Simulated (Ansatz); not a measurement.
# [NO2]− (SMILES O=N[O-]): levels of theory compared

Wanted: a comparison of 3 runs (B3LYP/6-31G*, PBE-QIDH/def2-TZVPPD, RPA@PBE/def2-TZVPPD) of [NO2]−. 

Program for the calculation: Ansatz 0.2.0.

1 further run of the same task is left out (it didn't finish).

## 1. The structure to begin with

[NO2]− has 3 atoms, charge -1, and is taken as a singlet. As SMILES, `O=N[O-]`. The N2–O3 distance was set to 2.242 Å, away from the relaxed value. At this shape a bond of the SMILES string is far longer than usual.

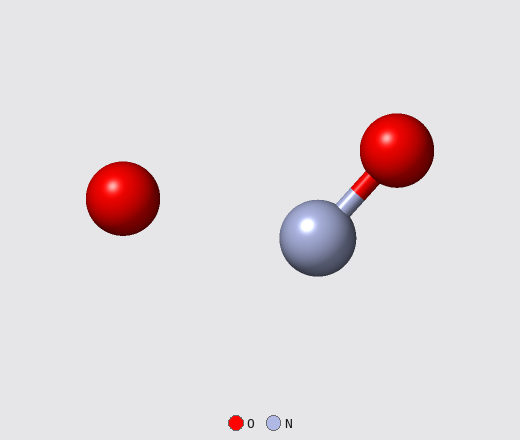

The structure, seen from a chosen angle (oxygen red, nitrogen light blue).

## 2. The energy at B3LYP/6-31G(d) (Cartesian functions) (run 1)

Contents of run.yaml:

```yaml
crystal:
  periodic: [false, false, false]
  atoms:
    - {symbol: O, position_ang: [1.102278, 1.394120, 0.760879]}
    - {symbol: "N", position_ang: [1.105188, 0.156070, 0.625249]}
    - {symbol: O, position_ang: [-0.648590, -0.747260, -0.439610]}
basis:
  gaussian:
    orbitals: "6-31G*"
total_charge: -1
hamiltonian:
  xc: {name: B3LYP}
accuracy: high
output: {orbitals: {seedname: orbitals}}
```

Command:

```bash
ansatz run run.yaml --threads 1 --pin off --max-ram 3480MiB --events-out events.jsonl --progress --plain --runs-dir runs
```

The log of the run:

```text
Warning: RAYON_NUM_THREADS=1 ignored (pool sized by the plan → 1); use --threads N
Functional definition: B3LYP
  name "B3LYP"
  parameter a0 = 0.2
  parameter ax = 0.72
  parameter ac = 0.81
  exchange = (1 - a0 - ax)*slater_x + ax*b88_x + a0*exact_x
  correlation = (1 - ac)*vwn_rpa_c + ac*lyp_c
791 factors; integrals over basis functions are off by at most 2.7e-9 eV
mean field evaluation 1: about -5559.4972 eV, gradient 7.1e1 eV
mean field evaluation 2: about -5254.5500 eV, gradient 2.6e2 eV
mean field evaluation 4: about -5576.9038 eV, gradient 1.6e1 eV
mean field evaluation 8: about -5576.9038 eV, gradient 1.6e1 eV
mean field evaluation 16: about -5577.3817 eV, gradient 4.5e-5 eV
mean field -5577.38172626 eV, -204.9649979548 hartree, gradient 7.6e-8 eV, S^2 0.000000; 0 other end points of the search recorded, 0 dependent functions left out
reference -5577.38174516 eV, -204.9649986495 hartree; 12, 12 occupied and 33, 33 virtual orbitals, 791 factors
Total energy: -5577.38174516 eV, -204.9649986495 hartree
```

Wall time 3.3 s (1 thread of Intel Xeon Platinum 8259CL at 2.50GHz (Skylake/Cascade Lake), shared host); peak memory 0.12 GiB.

## 3. A single-point energy at PBE-QIDH/def2-TZVPPD (run 2)

Contents of run.yaml:

```yaml
crystal:
  periodic: [false, false, false]
  atoms:
    - symbol: O
      position_ang: [1.102278, 1.394120, 0.760879]
    - symbol: N
      position_ang: [1.105188, 0.156070, 0.625249]
    - symbol: O
      position_ang: [-0.648590, -0.747260, -0.439610]
basis:
  gaussian: {orbitals: def2-TZVPPD.json}
total_charge: -1
output: {orbitals: {seedname: orbitals}}
correlation: {frozen_orbitals: {"N": 1, O: 1}}
accuracy: high
hamiltonian: {xc: {name: PBE-QIDH}}
```

The basis set def2-TZVPPD is read from a file made from the Basis Set Exchange's data (not shown).

Command:

```bash
ansatz run run.yaml --threads 1 --pin off --max-ram 3480MiB --events-out events.jsonl --progress --plain --runs-dir runs
```

The log of the run, shortened:

```text
Warning: RAYON_NUM_THREADS=1 ignored (pool sized by the plan → 1); use --threads N
Functional definition: PBE-QIDH
  name "PBE-QIDH"
[...]
1745 factors; integrals over basis functions are off by at most 3.6e-9 eV
[...]
mean field -5565.43611001 eV, -204.5260046546 hartree, gradient 6.4e-8 eV, S^2 0.000000; 4 other end points of the search recorded, 0 dependent functions left out; unrestricted orbitals would lower it
3 core orbitals not correlated: weight in the atoms' cores, before any rotation towards them, 1.000 or more for the frozen orbitals, at most 0.000 for the correlated occupied ones
reference -5565.43611107 eV, -204.5260046938 hartree; 9, 9 occupied and 105, 105 virtual orbitals, 1745 factors
second order -23.02859932 eV of doubles, -0.00000000 eV of singles
Total energy: -5573.11231084 eV, -204.8080998324 hartree
```

Wall time 22 s (1 thread of Intel Xeon Platinum 8259CL at 2.50GHz (Skylake/Cascade Lake), shared host); peak memory 0.33 GiB.

## 4. The energy at RPA@PBE/def2-TZVPPD (run 3)

Contents of run.yaml:

```yaml
crystal:
  periodic: [false, false, false]
  atoms:
    - {symbol: O, position_ang: [1.102278, 1.394120, 0.760879]}
    - {symbol: N, position_ang: [1.105188, 0.156070, 0.625249]}
    - {symbol: O, position_ang: [-0.648590, -0.747260, -0.439610]}
basis:
  gaussian:
    orbitals: def2-TZVPPD.json
total_charge: -1
hamiltonian:
  xc: {name: PBE}
correlation:
  method: rpa
  frozen_orbitals: {"N": 1, O: 1}
accuracy: high
```

The basis set def2-TZVPPD is read from a file made from the Basis Set Exchange's data (not shown).

Command:

```bash
ansatz run run.yaml --threads 1 --pin off --max-ram 3480MiB --events-out events.jsonl --progress --plain --runs-dir runs
```

The log of the run, shortened:

```text
Warning: RAYON_NUM_THREADS=1 ignored (pool sized by the plan → 1); use --threads N
Functional definition: PBE
  name "PBE"
[...]
1745 factors; integrals over basis functions are off by at most 3.6e-9 eV
[...]
mean field -5576.41240398 eV, -204.9293760183 hartree, gradient 1.7e-8 eV, S^2 0.000000; 6 other end points of the search recorded, 0 dependent functions left out; unrestricted orbitals would lower it
[...]
unrestricted determinant -5554.08991390 eV, -204.1090396384 hartree, S^2 1.9010
3 core orbitals not correlated: weight in the atoms' cores, before any rotation towards them, 1.000 or more for the frozen orbitals, at most 0.000 for the correlated occupied ones
reference -5546.98696898 eV, -203.8480112271 hartree; 9, 9 occupied and 105, 105 virtual orbitals, 1745 factors
Total energy: -5579.89652798 eV, -205.0574152135 hartree
```

Run time: 31 s. Hardware: 1 thread of Intel Xeon Platinum 8259CL at 2.50GHz (Skylake/Cascade Lake), shared host; peak memory 0.45 GiB.

## 5. Overview of the runs

| run | level | Cartesian functions | frozen core orbitals | energy (Eh) | HOMO energy (eV) | LUMO energy (eV) | HOMO–LUMO gap (eV) | wall time |
| --- | --- | --- | --- | --- | --- | --- | --- | --- |
| 1 | B3LYP/6-31G* (Cartesian functions) | yes | – | -204.964999 | 1.44 | 3.51 | 2.07 | 3.3 s |
| 2 | PBE-QIDH/def2-TZVPPD | no | 3 | -204.808100 | -1.80 | 5.27 | 7.07 | 22 s |
| 3 | RPA@PBE/def2-TZVPPD | no | 3 | -205.057415 | – | – | – | 31 s |

## 6. Summary of results

| quantity | value |
| --- | --- |
| run 3: total energy | -205.05742 Eh |
| run 3: RPA correlation energy (valence) | -1209.4 mEh |

In words: Totals of different functionals can't be ranked against each other. In run 1 the HOMO lies above zero, so the outermost electron may be held by the basis alone. In runs 2, 3 the log says that unrestricted orbitals would lower the reference, so the values rest on an unstable closed-shell determinant (other closed-shell runs at this shape may share the fault). All runs together took 56 s, the longest 31 s.
